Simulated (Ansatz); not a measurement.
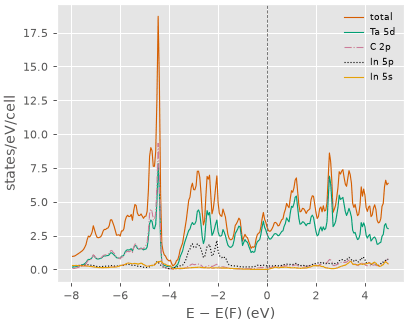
*Total and projected density of states of Ta₂InC in space group P6_3/mmc (No. 194; Ta on 4f, In on 2d, C on 2a), DFT-PBEsol in the program Ansatz with PAW potentials*

Task: Which orbitals carry the states next to the Fermi level?

Result: Within 0.5 eV of the Fermi level: Ta 5d 80 %, In 5p 9 %. Projections are on Löwdin-orthogonalised atomic valence shells; empty p or d shells of many metals are not among them.

Task: Where is the tallest occupied peak in this window, and what makes it?

Result: Near -4.4 eV, about 19 states/eV per cell; the largest projected share is C 2p.

The first step of the workflow began from a Materials Project structure, measured or hypothetical; the Crystallography Open Database copy checked does not list it. Whether it is the stable phase at ambient conditions was not checked. Symmetry was held in the PBEsol relaxation; its stability against distortions is not shown here. No spin polarisation was allowed. Scalar-relativistic: spin–orbit coupling is off unless named, which matters more the heavier the elements.

Potentials: the later of the program's two PAW sets.
